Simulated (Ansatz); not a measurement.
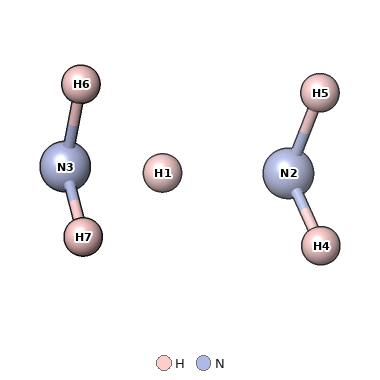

The system is the reacting system H₅N₂, spin multiplicity 2; the picture shows the reference structure. 
- First axis: distance H1–N3 (bond that forms). Second axis: distance H1–N2 (bond that breaks).
- Relaxed at each point: all other coordinates.
- The scan uses a 13 × 13 grid.
- Points are written as (first, second).
- Energies are in kcal/mol, from the lowest grid point.
- Energies and slopes of some neighbouring points disagree (a jump in structure or state, or too coarse a mesh). In part of the range the unrestricted reference is strongly spin-contaminated.
- Computed with UKS r2SCAN-D4/def2-SVP (Ansatz 0.2.0).

Its coordinates:

```xyz
7

H    -0.6014    0.3126   -0.0389
N    -0.1228    0.2728   -1.2876
N    -0.4226    0.0106    1.2525
H     0.0735   -0.7225   -1.4575
H     0.8139    0.6925   -1.2207
H     0.4840    0.4327    1.4935
H    -0.2247   -0.9988    1.2587
```

Range: distance H1–N3 (bond that forms) from 0.918 to 2.418 Å; distance H1–N2 (bond that breaks) from 0.918 to 2.718 Å.

Question: What landscape does the calculation give?

Answer: The lowest grid point is at (2.112 Å, 0.999 Å). Other grid points that lie below all their neighbours: (1.078 Å, 1.836 Å) (0.41 kcal/mol higher); (0.985 Å, 2.174 Å) (0.5 kcal/mol higher). The energy also falls towards the edge at (0.985 Å, 2.718 Å) (0.39 kcal/mol above the lowest), where a further well may lie outside the range. The highest grid point, (0.918 Å, 0.918 Å), lies 114 kcal/mol above the lowest.

| second ↓, first → | 0.918 | 0.985 | 1.078 | 1.183 | 1.298 | 1.420 | 1.549 | 1.683 | 1.822 | 1.965 | 2.112 | 2.263 | 2.418 |
| --- | --- | --- | --- | --- | --- | --- | --- | --- | --- | --- | --- | --- | --- |
| 2.718 | 6 | 0 | 2 | 10 | 22 | 37 | 53 | 66 | 78 | 87 | 93 | 97 | 100 |
| 2.532 | 7 | 1 | 2 | 9 | 22 | 37 | 52 | 67 | 80 | 88 | 94 | 99 | 102 |
| 2.351 | 7 | 1 | 1 | 9 | 21 | 36 | 51 | 66 | 78 | 86 | 92 | 96 | 99 |
| 2.174 | 7 | 1 | 1 | 8 | 21 | 35 | 50 | 63 | 75 | 83 | 89 | 93 | 95 |
| 2.002 | 7 | 1 | 1 | 8 | 19 | 33 | 47 | 60 | 70 | 78 | 83 | 87 | 89 |
| 1.836 | 8 | 1 | 0 | 7 | 17 | 30 | 42 | 54 | 63 | 69 | 74 | 77 | 80 |
| 1.675 | 10 | 3 | 1 | 5 | 14 | 25 | 36 | 45 | 52 | 58 | 61 | 64 | 66 |
| 1.521 | 15 | 6 | 2 | 4 | 11 | 19 | 27 | 34 | 39 | 43 | 46 | 47 | 48 |
| 1.374 | 22 | 11 | 4 | 4 | 7 | 12 | 17 | 21 | 25 | 27 | 29 | 30 | 31 |
| 1.236 | 35 | 21 | 10 | 5 | 4 | 5 | 7 | 9 | 11 | 12 | 13 | 14 | 15 |
| 1.110 | 54 | 36 | 20 | 11 | 5 | 3 | 2 | 1 | 2 | 2 | 2 | 3 | 3 |
| 0.999 | 82 | 60 | 39 | 24 | 14 | 7 | 4 | 2 | 1 | 0 | 0 | 0 | 0 |
| 0.918 | 114 | 87 | 61 | 42 | 28 | 19 | 14 | 10 | 8 | 7 | 7 | 7 | 7 |

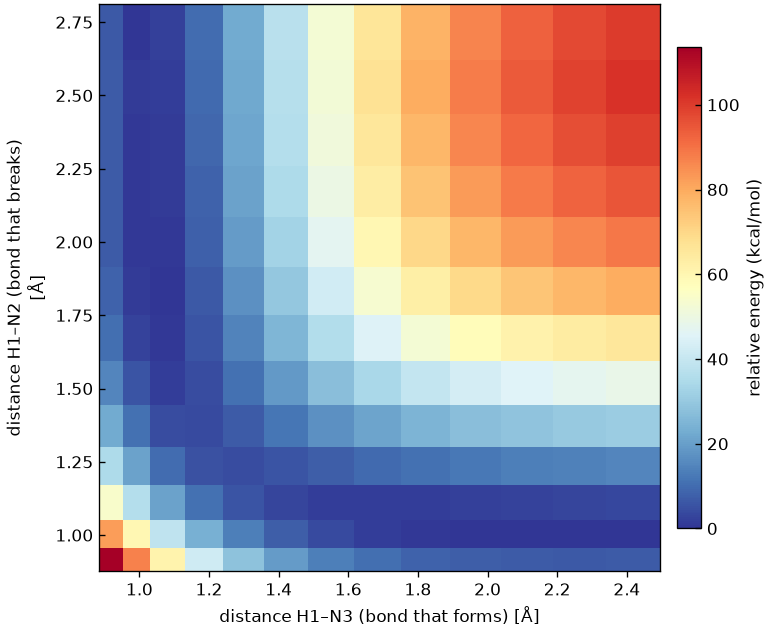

The picture shows one coloured cell a grid point.

Time for the 169 points that were run: 16 min on 1 thread of AMD EPYC 9R45 96-Core Processor (Zen 5), with other jobs on the host.
